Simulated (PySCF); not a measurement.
## NMR shielding calculation, with input and output: C₂H₈O₃Si₂

C₂H₈O₃Si₂, SMILES O=C(CO[SiH3])[SiH2]O, computed with GIAO PBE0/pcSseg-1 NMR shielding, non-relativistic, gas phase (PySCF 2.14.0).

The geometry comes from this level: GFN2-xTB. It belongs to a series of runs on one base structure; here: constitutional isomer. Figures and captions count atoms from 1; the log counts them from 0 in places.

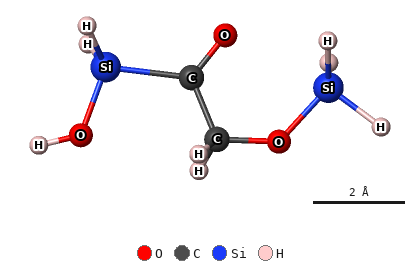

**Figure 1.** The input geometry (ball-and-stick view, seen at a tilt).

Input file:
```
{"job": {"kind": "nmr", "xc": "PBE0", "basis": "pcSseg-1"}, "charge": 0, "multiplicity": 1}
O     -0.302928     1.356748     0.208284
C      0.341178     0.368473    -0.060991
C     -0.351857    -0.857820    -0.590404
O     -1.711558    -0.722870    -0.716481
Si    -2.670692     0.560641    -0.388990
Si     2.236799     0.337314     0.171947
O      2.623178    -1.178494    -0.262204
H      0.097627    -1.096697    -1.565820
H     -0.113307    -1.692290     0.085750
H     -3.907670    -0.112948    -0.791767
H     -2.437402     1.719012    -1.248774
H     -2.739656     0.911383     1.027480
H      2.854066     1.326196    -0.708024
H      2.561071     0.602590     1.570842
H      3.516738    -1.513247    -0.258415
```

The first line tells a small driver script what to run in PySCF; the rest is the geometry in Å.

Hardware: 1 CPU thread, shared host.

Run as:
```bash
OMP_NUM_THREADS=1 python <driver script> task.json out
```

Log:
```
coarse grid: 13640 points
cycle   1  E = -884.7847347281  dE =  9.982e-01  |g| = 1.129e+00  |ddm| = 3.506e+00
cycle   2  E = -884.2275171769  dE =  5.572e-01  |g| = 2.051e+00  |ddm| = 2.333e+00
cycle   3  E = -885.0017575679  dE = -7.742e-01  |g| = 2.561e-01  |ddm| = 1.711e+00
cycle   4  E = -885.0117559708  dE = -9.998e-03  |g| = 1.201e-01  |ddm| = 2.504e-01
cycle   5  E = -885.0143078355  dE = -2.552e-03  |g| = 1.571e-02  |ddm| = 9.887e-02
cycle   6  E = -885.0143540598  dE = -4.622e-05  |g| = 5.843e-03  |ddm| = 1.778e-02
cycle   7  E = -885.0143611505  dE = -7.091e-06  |g| = 1.406e-03  |ddm| = 5.622e-03
final grid: 122872 points
cycle   8  E = -885.0843546741  dE = -7.240e-06  |g| = 1.384e-02  |ddm| = 1.966e-02
cycle   9  E = -885.0842714546  dE =  8.322e-05  |g| = 2.551e-02  |ddm| = 2.314e-02
cycle  10  E = -885.0843862478  dE = -1.148e-04  |g| = 2.744e-03  |ddm| = 1.642e-02
cycle  11  E = -885.0843876114  dE = -1.364e-06  |g| = 3.367e-04  |ddm| = 2.005e-03
cycle  12  E = -885.0843876300  dE = -1.859e-08  |g| = 1.205e-04  |ddm| = 3.698e-04
cycle  13  E = -885.0843876332  dE = -3.210e-09  |g| = 2.512e-05  |ddm| = 1.267e-04
cycle  14  E = -885.0843876333  dE = -1.239e-10  |g| = 7.867e-06  |ddm| = 2.722e-05
```

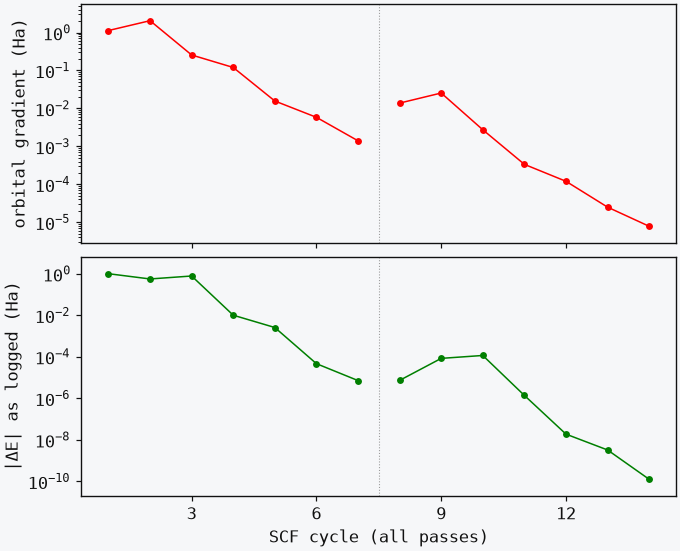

**Figure 2.** Convergence of the self-consistent field: orbital gradient and size of the energy change against the SCF cycle. The dotted line marks the change from a coarse to the final integration grid. The first 7 cycles use a coarse grid, the final grid takes over at cycle 8, and the field converges after 14 cycles in all.

```
converged SCF energy = -885.0843876333

GIAO shielding tensors (ppm)
atom      isotropic    diamagn.    paramagn.     s11        s22        s33       span
  0 O     -414.573     402.325    -816.897  -1172.116   -474.759    403.157   1575.273
  1 C      -63.799     257.214    -321.013   -163.512   -119.681     91.795    255.307
  2 C      106.459     248.496    -142.036     68.192    105.659    145.528     77.336
  3 O      342.317     392.824     -50.507    277.840    363.531    385.579    107.739
  4 Si     391.677     878.269    -486.592    352.414    355.383    467.235    114.821
  5 Si     395.218     879.538    -484.320    339.635    365.404    480.615    140.981
  6 O      331.852     387.811     -55.960    299.691    320.536    375.328     75.637
  7 H       26.432      29.774      -3.342     21.408     25.515     32.372     10.964
  8 H       26.380      30.244      -3.864     21.319     25.386     32.435     11.117
  9 H       26.864      28.379      -1.514     22.751     25.730     32.112      9.361
 10 H       26.441      29.496      -3.056     23.463     24.902     30.956      7.493
 11 H       26.436      29.760      -3.324     23.444     24.901     30.962      7.519
 12 H       26.722      28.613      -1.891     23.465     25.437     31.265      7.800
 13 H       26.738      28.874      -2.136     23.443     25.472     31.298      7.855
 14 H       30.546      28.989       1.558     22.094     24.784     44.760     22.666
```

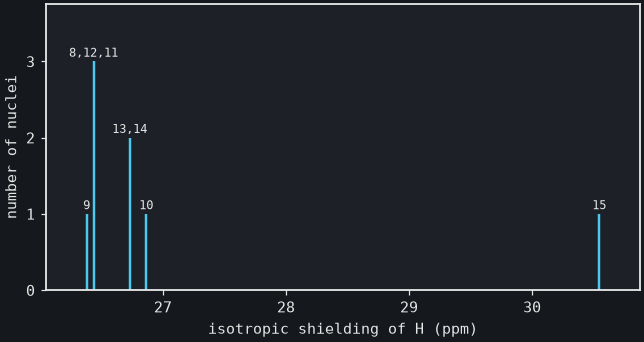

**Figure 3.** Isotropic shieldings of the hydrogen nuclei in this fixed geometry, labelled by atom number; shielding grows to the right, so chemical shift grows to the left. The least shielded is H9 (26.4 ppm), the most shielded H15 (30.5 ppm).

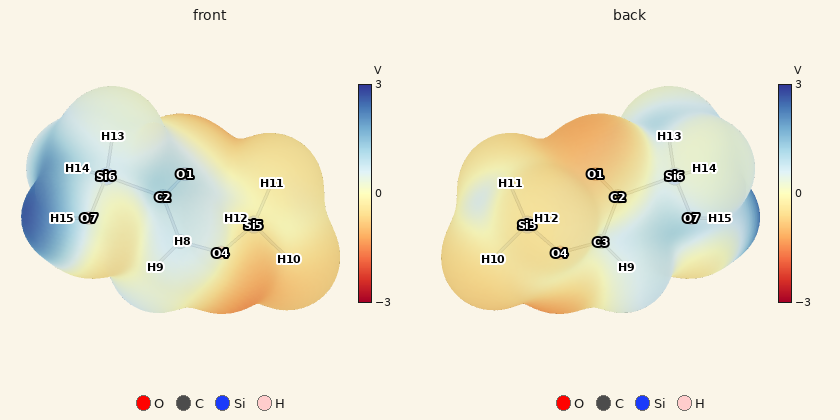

**Figure 4.** The molecular electrostatic potential painted on the density surface at 0.001 e/bohr³, seen at a tilt and from behind; the colour scale runs from red (negative) to blue (positive).

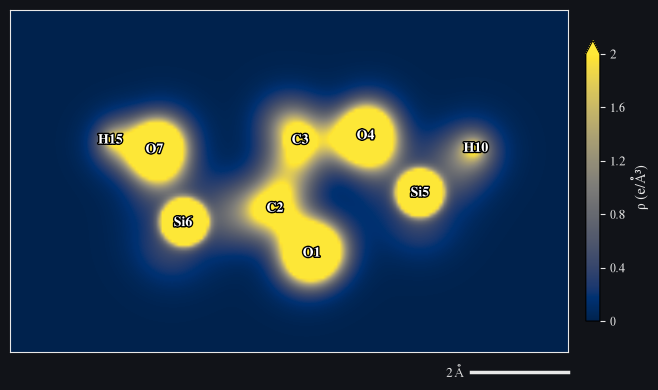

**Figure 5.** Electron density on the plane of atoms C3, C2 and Si6. The plane passes through O, C, Si and H nuclei. C–C (1.50 Å): ρ at the midpoint is about 1.8 e/Å³. Si–O (1.62 Å): ρ is about 1.2 e/Å³ halfway. C–Si (1.91 Å): ρ at the midpoint is about 0.95 e/Å³. O–H (0.95 Å): ρ is about 3.7 e/Å³ halfway, with its minimum of 2.4 e/Å³ about 0.8 Å from O.

Summary:

| quantity | value |
| --- | --- |
| outcome | converged |
| total energy | −885.084388 hartree |
| HOMO | −7.21 eV |
| LUMO | −1.55 eV |
| dipole moment | 5.15 D |
| isotropic shielding, O | −414.6 to 342.3 ppm |
| isotropic shielding, C | −63.8 to 106.5 ppm |
| isotropic shielding, Si | 391.7 to 395.2 ppm |
| isotropic shielding, H | 26.4 to 30.5 ppm |
| wall time | 51 s |
| peak memory | 0.78 GiB |
